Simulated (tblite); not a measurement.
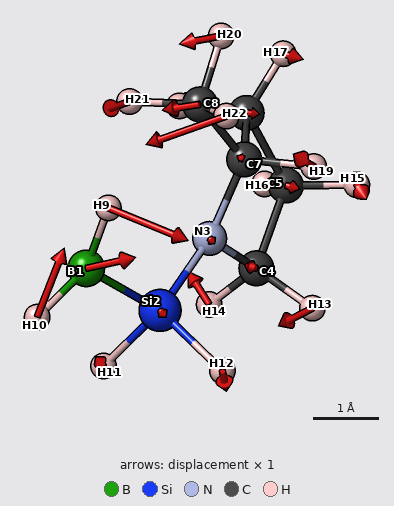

A relaxation of C5H14BNSi. The starting structure is drawn; red arrows show the displacements, at their true length. The two geometries are superimposed by the best rigid fit.

The picture is a ball-and-stick view, seen from a free direction.

Level of theory: tblite 0.8.0, GFN2-xTB geometry optimisation, gas phase. 

Q: Atoms of which element are displaced furthest, and by how much?

A: Hydrogen: up to 1.45 Å, against 0.88 Å for boron.

Q: Describe the change and its energy.

A: Over 242 geometry steps the energy falls by 0.873 eV. The atom that moves furthest after the best rigid fit is an H atom (1.45 Å). Largest moves by element: H 1.45 Å, B 0.88 Å, C 0.67 Å, Si 0.18 Å, N 0.14 Å. Some distances before and after: C–N 1.395 → 1.451 Å, B–Si 1.902 → 1.957 Å, C–C 1.473 → 1.522 Å, C–H 1.130 → 1.088 Å. Among the angles between lasting bonds that change: B–Si–H 105.1° → 117.3°, B–Si–N 118.7° → 107.2°, N–C–C 121.4° → 111.9°. Groups turn about B–Si by about 45°, C–N by about 30°, C–C by about 25°. Cost: 3.6 s on 1 thread of Arm Neoverse N1, with other jobs on the host.
